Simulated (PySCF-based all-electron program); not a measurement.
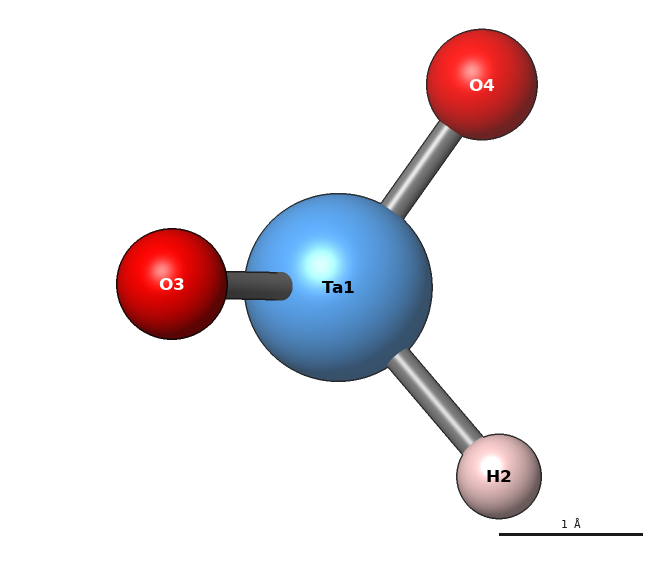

The picture comes from a calculation with PySCF-based all-electron program.

Orthographic view with a scale bar. The species is neutral and a spin singlet. Geometry: a fixed input geometry, not necessarily a minimum.

Reconstruct the coordinates (Å) as seen: x to the right, y up, z towards the viewer, origin at the mean of the atomic positions.

```xyz
4
HO2Ta
Ta  -0.24  -0.03  -0.47
H    0.88  -1.35  -0.12
O   -1.41  -0.01   1.05
O    0.76   1.39  -0.46
```
